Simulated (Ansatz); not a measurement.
## SnSeS monolayer, Janus: from the cell to its phonons

How does SnSeS monolayer, Janus vibrate, and is this structure a minimum?

Program: Ansatz 0.2.0. Level of theory: DFT LDA, scalar-relativistic, plane waves, PAW. Results are calculated unless marked as measured.

### Step 1. The structure

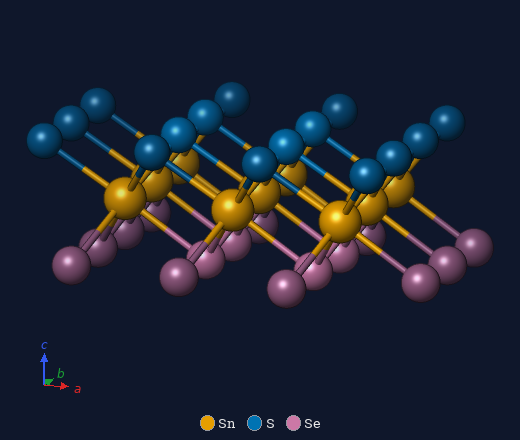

The starting structure, seen slightly off an axis (tin orange, sulfur blue, selenium pink). 2×2×1 cells are drawn. Some periodic images of atoms are drawn too.

The cell holds 3 atoms: 1 Sn, 1 S and 1 Se. Cell: a = 3.800 Å, b = 3.800 Å, c = 20.000 Å, α = 90.0°, β = 90.0°, γ = 120.0°. Vacuum lies along c.

As a file:

```cif
data_structure
_symmetry_space_group_name_H-M 'P 1'
_symmetry_Int_Tables_number 1
_cell_length_a 3.8000
_cell_length_b 3.8000
_cell_length_c 20.0000
_cell_angle_alpha 90.000
_cell_angle_beta 90.000
_cell_angle_gamma 120.000
_cell_volume 250.11
loop_
_atom_site_label
_atom_site_type_symbol
_atom_site_fract_x
_atom_site_fract_y
_atom_site_fract_z
_atom_site_occupancy
Sn1 Sn 0.00000 0.00000 0.50000 1
S2 S 0.33333 0.66667 0.57500 1
Se3 Se 0.66667 0.33333 0.42000 1
```

### Step 2. Coarse relaxation

A rough relaxation comes first, because large forces or stress need no tight tolerances yet.

The program solves this slab on a cell height of its own, 30.0 Å, in place of the one typed.

input.yaml

```yaml
crystal:
  lattice:
    - [3.8, 0.0, 0.0]
    - [-1.9, 3.2909, 0.0]
    - [0.0, 0.0, 20.0]
  atoms:
    - { symbol: Sn, position: [0.0, 0.0, 0.5] }
    - { symbol: S, position: [0.333333, 0.666667, 0.575] }
    - { symbol: Se, position: [0.666667, 0.333333, 0.42] }
  periodic: [true, true, false]
kpoints:
  mp_grid: { grid: [6, 6, 1] }
hamiltonian:
  xc: lda
scf:
  occupations: { method: gaussian, width: 0.1 }
output:
  forces: true
  stress: true
  eigenvalues: true
relax:
  adjacent_minimum: "off"
  f_tol: 0.05
  max_steps: 80
  cell: { stress_2d_tol: 0.02 }
```

On the command line:

```console
$ ansatz run input.yaml --threads 8 --pin off --max-ram 14336MiB --backend cpu --events-out ev --progress --plain --runs-dir out
```

Numbers of over 12 decimals in the logs are rounded to 6 here.

The log of the run:

```text
[...]
F+E_penalty+E_count = -12133.21966984 eV   max|allowed force component| = 1.195e-3 eV/Å   (the final SCF, on the basis selected at the relaxed cell)
  cell:  # Å, volume = 355.1848 Å³
    - [3.697441, 0.0, 0]
    - [-1.848720, 3.202078, 0]
    - [0, 0, 30.0]
  atoms:
    - { symbol: Sn, position: [5.661092018109386e-19, 0, 0.333893] }
    - { symbol: S, position: [0.333333, 0.666667, 0.382080] }
    - { symbol: Se, position: [0.666667, 0.333333, 0.280694] }
[key lines of the parts left out:]
SCF converged after 8 iterations
Free energy (F): -12133.219670 eV
Fermi energy:    -5.880915 eV
P = ½ c Tr σ = -0.0021 N/m
```

It took 3.8 s on 8 threads of Intel Xeon 6975P-C (Granite Rapids), shared host; peak memory 0.76 GiB.

Relaxation path:

```csv
step,energy less that of the first step (eV),largest force component (eV/Å),volume (Å³)
1,0.0000,0.7877,375.16
2,0.0418,1.3762,362.43
3,-0.0895,0.1150,359.98
4,-0.0935,0.0243,354.69
5,-0.0936,0.0019,355.18
6*,-0.0926,0.0012,355.18
```

Relaxation steps marked * repeat the geometry before them on a plane-wave basis chosen anew for their cell, so energy and pressure can jump there. Relaxation step 2 was tried and not accepted.

The run keeps the 6 symmetry operations that it works with, so distortions that break them were not tested.

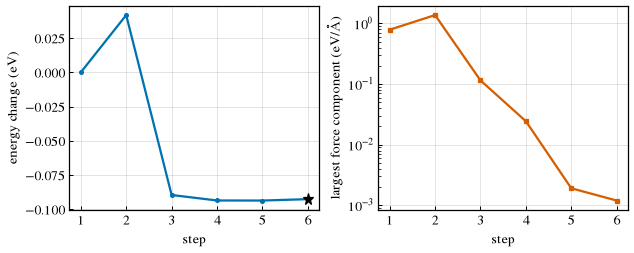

Energy and largest force along the relaxation. Stars mark steps on a basis chosen anew.

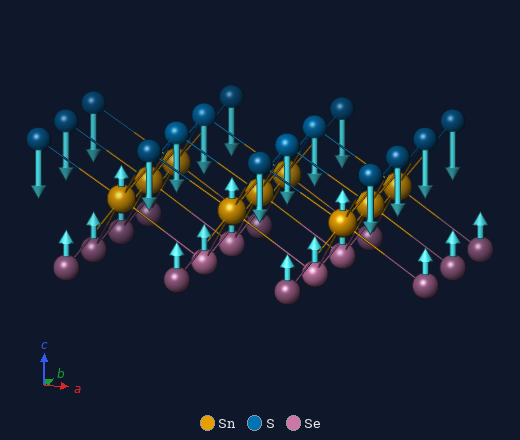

Displacements in the relaxation, exaggerated, measured against the changing cell; the longest in the cell stands for 0.04 Å. 2×2×1 cells are drawn. Some periodic images of atoms are drawn too.

```csv
cell as run,before,after,change
a (Å),3.800,3.697,-2.7 %
b (Å),3.800,3.697,-2.7 %
```

The atoms that moved most (Å, along periodic axes as changes of fractional coordinates times the final cell, across vacuum about the mean position):

```csv
atom,dx,dy,dz,length
S2,0.000,0.000,-0.038,0.038
Se3,0.000,0.000,0.021,0.021
Sn1,0.000,0.000,0.017,0.017
```

The relaxed structure:

```cif
data_structure
_symmetry_space_group_name_H-M 'P 1'
_symmetry_Int_Tables_number 1
_cell_length_a 3.6974
_cell_length_b 3.6974
_cell_length_c 30.0000
_cell_angle_alpha 90.000
_cell_angle_beta 90.000
_cell_angle_gamma 120.000
_cell_volume 355.18
loop_
_atom_site_label
_atom_site_type_symbol
_atom_site_fract_x
_atom_site_fract_y
_atom_site_fract_z
_atom_site_occupancy
Sn1 Sn 0.00000 0.00000 0.33389 1
S2 S 0.33333 0.66667 0.38208 1
Se3 Se 0.66667 0.33333 0.28069 1
```

This step gave:

```
gap on the k-mesh  : 0.8507 eV
direct gap on mesh : 1.315 eV
area per atom      : 3.946 Å²
```

The relaxation ends with a largest force component of 0.0012 eV/Å.

### Step 3. Relaxation

Harmonic phonons are second derivatives at a point where the forces vanish, and they are wanted at zero stress, so atoms and cell are relaxed first.

input.yaml

```yaml
crystal:
  lattice:
    - [3.6974409153, 0.0, 0.0]
    - [-1.8487204576, 3.2020777616, 0.0]
    - [0.0, 0.0, 30.0]
  atoms:
    - { symbol: Sn, position: [0.0, 0.0, 0.3338926827] }
    - { symbol: S, position: [0.3333333333, 0.6666666667, 0.3820802646] }
    - { symbol: Se, position: [0.6666666667, 0.3333333333, 0.2806937193] }
  periodic: [true, true, false]
kpoints:
  mp_grid: { grid: [9, 9, 1] }
hamiltonian:
  xc: lda
scf:
  occupations: { method: gaussian, width: 0.02 }
output:
  forces: true
  stress: true
  eigenvalues: true
  write_density: true
  write_potential: true
  elf: true
  volumetric_format: npy
relax:
  adjacent_minimum: "off"
  f_tol: 0.005
  max_steps: 80
  cell: { stress_2d_tol: 0.02 }
```

The log of the run:

```text
[...]
Crystal: 3 atoms, lattice volume = 355.185 Å³
Basis set: ecut = 420 eV, 6977 PW (Γ)
Bands: 22, of which v1, the nominal top of the filled ones, is band 18 counted from 1 (17 counted from 0)
Symmetry: 6 space group operations
[...]
k-points: 12 of 81 (time reversal used)
[...]
SCF iter   1: F=—  HF=-12133.249384 eV  |F-HF|=—  |Δ(HF+E_count)|=         —  Δρ=3.52e-3  dr2=1.11e-1  ethr=1.77e-3  ⟨swp⟩=15.5  Hψ=2208  notcnv=0
[...]
SCF iter   8: F=-12133.231306 eV  HF=-12133.231306 eV  |F-HF|=4.46e-8  |Δ(HF+E_count)|=   4.52e-7  Δρ=3.55e-6  dr2=8.42e-8  ethr=2.78e-10  ⟨swp⟩=19.3  Hψ=2754  notcnv=0
SCF 1 converged in 8 iterations: F = -12133.231306 eV  dr2 = 8.42e-8
[...]
relax step   1: F+E_penalty+E_count = -12133.23130575 eV  Δ(F+E_penalty+E_count) = +0.000e0 eV  max|allowed force component| = 1.153e-2 eV/Å  Δτ_max = 0.0000 Å  P = -0.067 N/m  Ω = 355.185 Å³  fix = [c, alpha, beta]  reactions: c -0.000 N/m  (8 SCF iters, dr2 threshold 1.00e-7 eV, accepted)
Crystal: 3 atoms, lattice volume = 354.416 Å³
[...]
SCF iter   6: F=-12133.231344 eV  HF=-12133.231344 eV  |F-HF|=5.42e-9  |Δ(HF+E_count)|=   1.61e-9  Δρ=1.34e-6  dr2=7.34e-9  ethr=2.31e-11  ⟨swp⟩=12.9  Hψ=2649  notcnv=0
SCF 2 converged in 6 iterations: F = -12133.231344 eV  dr2 = 7.34e-9
relax step   2: F+E_penalty+E_count = -12133.23134357 eV  Δ(F+E_penalty+E_count) = -3.782e-5 eV  max|allowed force component| = 3.321e-2 eV/Å  Δτ_max = 0.0050 Å  P = -0.030 N/m  Ω = 354.416 Å³  energy of the carried Pulay correction = +4.743e-5 eV  fix = [c, alpha, beta]  (6 SCF iters, dr2 threshold 8.31e-9 eV, rejected (line search))
Crystal: 3 atoms, lattice volume = 354.756 Å³
[...]
SCF iter  10: F=-12133.231387 eV  HF=-12133.231387 eV  |F-HF|=3.27e-11  |Δ(HF+E_count)|=  4.37e-11  Δρ=9.95e-9  dr2=4.73e-13  ethr=1.00e-12  ⟨swp⟩=6.4  Hψ=1373  notcnv=0
SCF 3 converged in 10 iterations: F = -12133.231387 eV  dr2 = 4.73e-13
relax step   3: F+E_penalty+E_count = -12133.23138720 eV  Δ(F+E_penalty+E_count) = -8.145e-5 eV  max|allowed force component| = 4.231e-3 eV/Å  Δτ_max = 0.0018 Å  P = -0.029 N/m  Ω = 354.756 Å³  energy of the carried Pulay correction = +2.645e-5 eV  fix = [c, alpha, beta]  reactions: c -0.000 N/m  (10 SCF iters, accepted)
[...]
relax step   4: F+E_penalty+E_count = -12133.23140767 eV  Δ(F+E_penalty+E_count) = -2.046e-5 eV  max|allowed force component| = 1.367e-3 eV/Å  Δτ_max = 0.0003 Å  P = +0.003 N/m  Ω = 354.529 Å³  energy of the carried Pulay correction = +4.047e-5 eV  fix = [c, alpha, beta]  reactions: c +0.000 N/m  (6 SCF iters, dr2 threshold 1.23e-9 eV, accepted)
[...]
SCF iter   1: F=—  HF=-12133.231327 eV  |F-HF|=—  |Δ(HF+E_count)|=         —  Δρ=1.35e-6  dr2=3.84e-9  ethr=4.43e-7  ⟨swp⟩=5.5  Hψ=3204  notcnv=0
eigensolver tolerance schedule: the retry pair's looser diagonalisation over-reported the residual by 41565.80 of it (diagonalisation noise at an unbounded share of the residual, at the tolerance the schedule requests for it); recorded, not acted on — ethr = c·dr2/N_el stays at c = 1.0e-1
SCF iter   2: F=—  HF=-12133.231369 eV  |F-HF|=—  |Δ(HF+E_count)|=   4.24e-5  Δρ=8.65e-7  dr2=6.11e-9  ethr=1.07e-11  ⟨swp⟩=6.8  Hψ=1138  notcnv=0
[...]
SCF iter   7: F=-12133.231369 eV  HF=-12133.231369 eV  |F-HF|=2.18e-11  |Δ(HF+E_count)|=  2.91e-11  Δρ=1.73e-8  dr2=1.25e-12  ethr=1.00e-12  ⟨swp⟩=10.4  Hψ=1600  notcnv=0
SCF 5 converged in 7 iterations: F = -12133.231369 eV  dr2 = 1.25e-12
relax step   5: F+E_penalty+E_count = -12133.23136942 eV  Δ(F+E_penalty+E_count) = +3.824e-5 eV  max|allowed force component| = 1.396e-3 eV/Å  Δτ_max = 0.0000 Å  P = +0.003 N/m  Ω = 354.529 Å³  fix = [c, alpha, beta]  reactions: c +0.000 N/m  stress off target by 3.08e-3 N/m on what of the cell is left free  SCF on the basis re-selected at this cell (its energy is not comparable with the rows above)  (7 SCF iters)
[...]
WARN: The output density's exchange-correlation potential varies sharply where the density is thin. Do not read a vacuum level from v_tot or v_xc, or from such a field of the output density. On a cell that repeats whose density bears no net charge and no dipole along the vacuum's axis use v_es (v_loc + v_h of the components); under efield.dipole_correction with no amplitude use v_es + v_field, which holds any externa [...]
SCF converged after 7 iterations
Free energy (F): -12133.231369 eV
[...]
Internal energy: -12133.231369 eV  (E = F + TS)
E sigma→0 (E₀):  -12133.231369 eV
Fermi energy:    -5.843856 eV
[...]
--- Forces (eV/Å), atoms counted from 1 ---
  atom   1  Sn    -0.00000000    -0.00000000     0.00113788
  atom   2  S     -0.00000000     0.00000000    -0.00001266
  atom   3  Se     0.00000000    -0.00000000    -0.00153176
  max |Σ_I F_I| component: 4.07e-4 eV/Å
--- 2D stress c σ (N/m, compression-positive) ---
        0.003083      -0.000000      -0.000000
       -0.000000       0.003083       0.000000
       -0.000000       0.000000       0.000000
  P = ½ c Tr σ = 0.0031 N/m
--- Band table (eV; the first three rows and the last of 12) ---
  k-point 0: bands = [... 14 lower, -7.2572, -7.2572, -6.2977, -6.2977, -4.5508, -3.0847, -1.5126, -1.5126]
  k-point 1: bands = [... 14 lower, -7.5651, -7.5386, -7.0710, -6.3238, -4.0145, -2.4463, -1.6515, -1.2062]
  k-point 2: bands = [... 14 lower, -8.2062, -8.0932, -7.3775, -6.4580, -4.1392, -2.1561, -0.7763, -0.6259]
  k-point 11: bands = [... 14 lower, -10.1950, -9.9302, -7.4200, -7.2594, -4.3094, -0.9337, -0.8315, 0.5099]
--- Relaxed structure (4 steps of the walk, 3 accepted, 1 SCFs on fresh bases) ---
[...]
cell:  # Å, volume = 354.5287 Å³
    - [3.694024, -2.8840917660599585e-11, 0]
    - [-1.847012, 3.199119, 0]
    - [0, 0, 30.0]
  atoms:
    - { symbol: Sn, position: [0, 0, 0.333900] }
    - { symbol: S, position: [0.333333, 0.666667, 0.382139] }
    - { symbol: Se, position: [0.666667, 0.333333, 0.280628] }
```

It took 4.9 s on 8 threads; peak memory 0.9 GiB; 33 s of CPU time.

Little changed from the start: no atom moved by 0.005 Å and no cell edge by 0.1 %.

Numbers from this step:

| Property | Result |
| --- | --- |
| gap on the k-mesh | 0.9081 eV |
| direct gap on mesh | 1.363 eV |
| area per atom | 3.939 Å² |

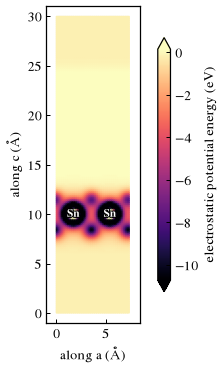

Electrostatic potential energy in the ac plane at fractional y = 0.000, with atoms of Sn within 0.2 Å of it. With pseudopotentials it is smooth inside the atoms' cores, unlike the true potential. The map starts off the cell's origin, so that atoms lie inside it.

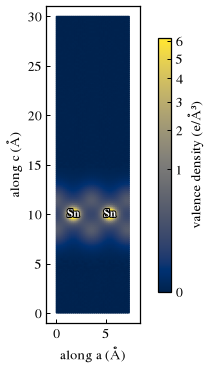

Valence density in the ac plane at fractional y = 0.000, with atoms of Sn within 0.2 Å of it. It is the smooth field of the valence electrons, not physical close to the nuclei. The map starts off the cell's origin, so that atoms lie inside it. The colour scale is stretched toward low values.

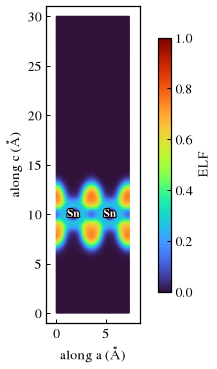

ELF in the ac plane at fractional y = 0.000, with atoms of Sn within 0.2 Å of it. It is the smooth field of the valence electrons, not physical close to the nuclei. The map starts off the cell's origin, so that atoms lie inside it.

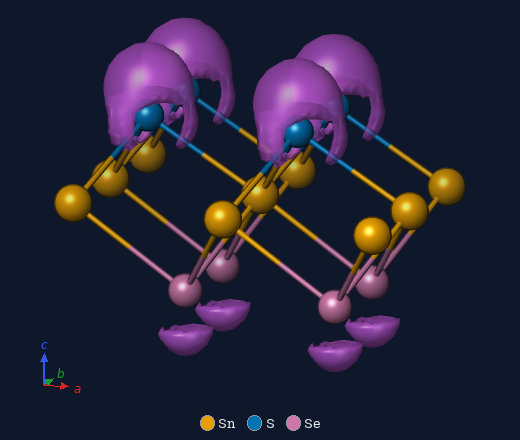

Surface of ELF = 0.85. 2×2×1 cells are drawn.

### Step 4. Tight relaxation

Phonons need a cell at rest on their own settings, so the relaxation is repeated with tight tolerances on forces and stress, using the mesh and the filling of the phonon run that follows.

input.yaml, the sections that differ from step 3:

```yaml
crystal:
  lattice:
    - [3.6940241306, 0.0, 0.0]
    - [-1.8470120653, 3.1991187393, 0.0]
    - [0.0, 0.0, 30.0]
  atoms:
    - { symbol: Sn, position: [0.0, 0.0, 0.3338995331] }
    - { symbol: S, position: [0.3333333333, 0.6666666667, 0.3821393265] }
    - { symbol: Se, position: [0.6666666667, 0.3333333333, 0.280627807] }
  periodic: [true, true, false]
kpoints:
  mp_grid: { grid: [12, 12, 1] }
scf:
  occupations: { method: fixed }
relax:
  adjacent_minimum: "off"
  f_tol: 0.001
  max_steps: 60
  cell: { stress_2d_tol: 0.002 }
# hamiltonian, output: as in step 3
```

The log of the run:

```text
[...]
Crystal: 3 atoms, lattice volume = 354.529 Å³
Basis set: ecut = 420 eV, 6977 PW (Γ)
Bands: 22, of which v1, the nominal top of the filled ones, is band 18 counted from 1 (17 counted from 0)
Symmetry: 6 space group operations
[...]
k-points: 19 of 144 (time reversal used)
[...]
k-point 18: bands = [... 14 lower, -10.1948, -9.9305, -7.4208, -7.2601, -4.3104, -0.9347, -0.8331, 0.5094]
--- Relaxed structure (3 steps of the walk, 2 accepted, 1 SCFs on fresh bases) ---
[...]
cell:  # Å, volume = 354.4984 Å³
    - [3.693867, 0.0, 0]
    - [-1.846933, 3.198982, 0]
    - [0, 0, 30.0]
  atoms:
    - { symbol: Sn, position: [0, 0, 0.333903] }
    - { symbol: S, position: [0.333333, 0.666667, 0.382144] }
    - { symbol: Se, position: [0.666667, 0.333333, 0.280619] }
[key lines of the parts left out:]
SCF converged after 10 iterations
Free energy (F): -12133.232096 eV
Fermi energy:    -6.297060 eV
P = ½ c Tr σ = -0.0009 N/m
```

It took 6.4 s on 8 threads; peak memory 0.92 GiB; 45 s of CPU time.

Little changed from the start: no atom moved by 0.005 Å and no cell edge by 0.1 %.

This step gave:

| Item | Value |
| --- | --- |
| gap on the k-mesh | 0.8435 eV |
| direct gap on mesh | 1.315 eV |

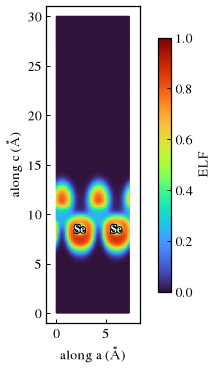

ELF in the ac plane at fractional y = 0.333, with atoms of Se within 0.2 Å of it. It is the smooth field of the valence electrons, not physical close to the nuclei.

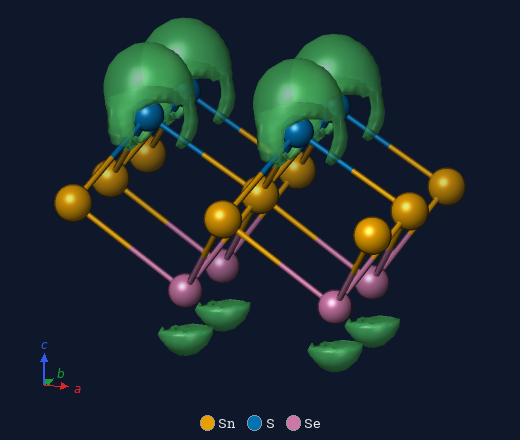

Surface of ELF = 0.85. 2×2×1 cells are drawn.

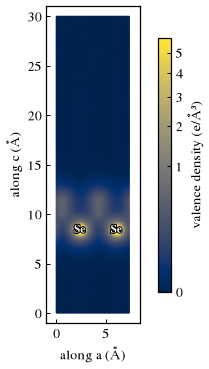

Valence density in the ac plane at fractional y = 0.333, with atoms of Se within 0.2 Å of it. It is the smooth field of the valence electrons, not physical close to the nuclei. The colour scale is stretched toward low values.

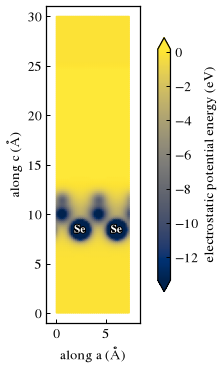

Electrostatic potential energy in the ac plane at fractional y = 0.333, with atoms of Se within 0.2 Å of it. With pseudopotentials it is smooth inside the atoms' cores, unlike the true potential.

The largest force component left is 0.38 meV/Å, within the tolerances set.

[end of part 1 of 3]

[Logs are printed without paths, hosts, clocks, repeated set-up lines and the standing remarks that a program may print on its own settings, such as how far it seeks lower states.]

[Hosts, paths, dates, database ids (printed as entryN), source tags and the programs' standing remarks are cut or masked in the printed files.]
